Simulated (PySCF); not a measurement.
```xyz
2

Li    0.0000    0.0000   -2.4848
Sb    0.0000    0.0000    0.1442
```

Core potentials replace the inner electrons of Sb.

Method: PySCF, PBE0/aug-cc-pVDZ(-PP), non-relativistic Hamiltonian with scalar-relativistic core potentials where named, at a bond length of 2.629 Å.

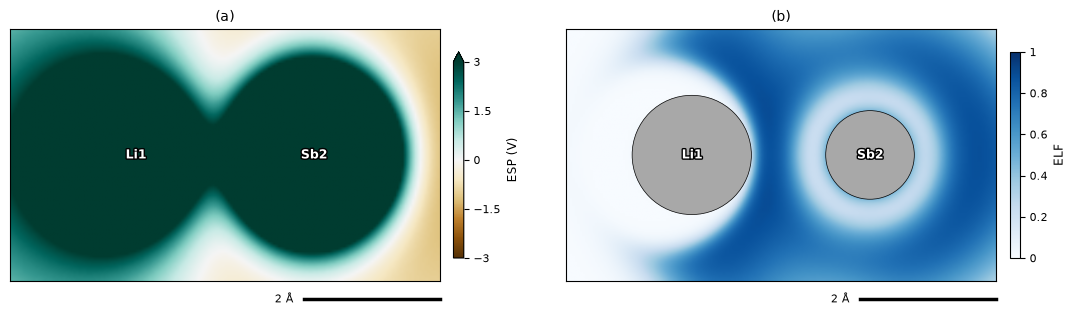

LiSb (triplet). (a) molecular electrostatic potential; (b) ELF on a plane that holds the molecular axis. Grey discs cover the atomic cores in the ELF map.

**Describe what can be read from this map.**

The section cuts through Li and Sb sites. Li–Sb (2.63 Å): the ELF peaks at about 0.85 in the valence shell of Sb, 1.5 Å from its nucleus, and drops to about 0.25 between the two atoms. The ELF also peaks beside Sb2, away from the bonds: non-bonding electrons, paired or unpaired. Outside the dense part of the molecule the potential is most negative (−1.2 V) near Li1.
